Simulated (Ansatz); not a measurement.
# OF (Oxygen monofluoride): UBCCD(T)/aug-cc-pVTZ

What is the vertical doublet–quartet gap of OF (Oxygen monofluoride) at UBCCD(T)/aug-cc-pVTZ? 

The calculation is run with Ansatz 0.2.0.

38 further runs of the same task are left out: 38 set aside as unsound or not needed.

**1. The structure to begin with**

OF has 2 atoms, charge 0, and is taken as a doublet. As SMILES, `[O]F`. The shape is that of a PBE0-D4/def2-TZVP optimisation.

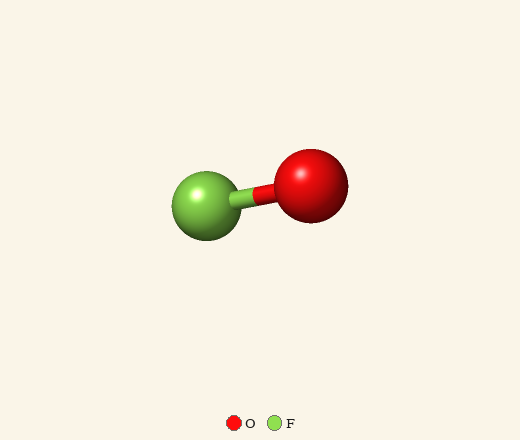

Viewed from a chosen angle; oxygen red, fluorine green.

**2. The energy at UBCCD(T)/aug-cc-pVTZ**

The input, in.yaml:

```yaml
crystal:
  periodic: [false, false, false]
  atoms:
    - {symbol: O, position_ang: [0.000000, 0.000000, -0.015950]}
    - {symbol: F, position_ang: [-0.000000, -0.000000, 1.314400]}
basis:
  gaussian:
    orbitals: aug-cc-pVTZ
magnetization:
  spin_polarized: true
  initial_magnetization: 1
correlation:
  method: bccd_t
  frozen_orbitals: {F: 1, O: 1}
accuracy: high
scf:
  omitted_lower_state_checks: [cluster_reference, increment]
```

On the command line:

```console
$ ansatz run in.yaml --threads 1 --pin off --max-ram 3480MiB --events-out events.jsonl --progress --plain --runs-dir runs
```

Standard output, cut to the lines that bear on the results:

```text
Warning: RAYON_NUM_THREADS=1 ignored (pool sized by the plan → 1); use --threads N
Functional definition: HF
  name "HF"
[...]
1299 factors; integrals over basis functions are off by at most 3.4e-9 eV
[...]
mean field -4740.12059153 eV, -174.1962187696 hartree, gradient 4.5e-8 eV, S^2 0.764058; 2 other end points of the search recorded, 0 dependent functions left out
2 core orbitals not correlated: weight in the atoms' cores, before any rotation towards them, 1.000 or more for the frozen orbitals, at most 0.000 for the correlated occupied ones
reference -4740.12059153 eV, -174.1962187696 hartree; 7, 6 occupied and 83, 84 virtual orbitals, 1299 factors
second order -12.44128976 eV of doubles, -0.00000000 eV of singles
cycle   1  -12.35085562 eV  change    9.0e-2 eV  update   8.8e-2
[...]
cycle  25  -12.74998440 eV  change   4.1e-11 eV  update  3.9e-10
perturbative correction -0.54032619 eV, -0.0198566211 hartree
Total energy: -4753.41090212 eV, -174.6846286751 hartree
Checks for a lower state left out: cluster_reference, increment
```

It took 23 s on 1 thread of Arm Neoverse V1, shared host; peak memory 1.1 GiB.

**3. The quartet, same level**

The input, input.yaml:

```yaml
crystal:
  periodic: [false, false, false]
  atoms:
    - {symbol: O, position_ang: [0.000000, 0.000000, -0.015950]}
    - {symbol: F, position_ang: [-0.000000, -0.000000, 1.314400]}
basis:
  gaussian: {orbitals: aug-cc-pVTZ}
magnetization: {spin_polarized: true, initial_magnetization: 3}
correlation: {method: bccd_t, frozen_orbitals: {F: 1, O: 1}}
accuracy: high
scf: {omitted_lower_state_checks: [cluster_reference, increment]}
```

On the command line:

```console
$ ansatz run input.yaml --threads 1 --pin off --max-ram 3480MiB --events-out events.jsonl --progress --plain --runs-dir runs
```

Standard output, cut to the lines that bear on the results:

```text
Warning: RAYON_NUM_THREADS=1 ignored (pool sized by the plan → 1); use --threads N
Functional definition: HF
  name "HF"
[...]
1299 factors; integrals over basis functions are off by at most 3.4e-9 eV
[...]
mean field -4736.56708834 eV, -174.0656299361 hartree, gradient 1.1e-8 eV, S^2 3.779952; 0 other end points of the search recorded, 0 dependent functions left out
2 core orbitals not correlated: weight in the atoms' cores, before any rotation towards them, 1.000 or more for the frozen orbitals, at most 0.000 for the correlated occupied ones
reference -4736.56708834 eV, -174.0656299361 hartree; 8, 5 occupied and 82, 85 virtual orbitals, 1299 factors
second order -11.56169254 eV of doubles, -0.00000000 eV of singles
cycle   1  -11.57839843 eV  change   -1.7e-2 eV  update   1.1e-1
[...]
cycle  25  -12.01168884 eV  change  -2.3e-10 eV  update   1.1e-9
perturbative correction -0.54778449 eV, -0.0201307085 hartree
Total energy: -4749.12656167 eV, -174.5271820677 hartree
Checks for a lower state left out: cluster_reference, increment
```

Run time: 22 s. Hardware: 1 thread of Arm Neoverse V1, shared host; peak memory 1.1 GiB.

**4. Summary of results**

Level: UBCCD(T)/aug-cc-pVTZ, 2 core orbitals frozen.

| quantity | value |
| --- | --- |
| doublet: total energy | -174.68463 Eh |
| doublet: correlation energy (2 core orbitals frozen) | -488.4 mEh |
| doublet: (T) correction | -19.86 mEh |
| doublet: ⟨S²⟩ of the reference determinant | 0.764 |
| quartet: total energy | -174.52718 Eh |
| quartet: correlation energy (2 core orbitals frozen) | -461.6 mEh |
| quartet: (T) correction | -20.13 mEh |
| quartet: ⟨S²⟩ of the reference determinant | 3.780 |
| vertical energy of the quartet above the doublet | 4.284 eV |

In words: At this shape the quartet lies 4.28 eV (99 kcal/mol) above the doublet. The triples (doublet) make up 4.1 % of the correlation energy. The triples (quartet) make up 4.4 % of the correlation energy.
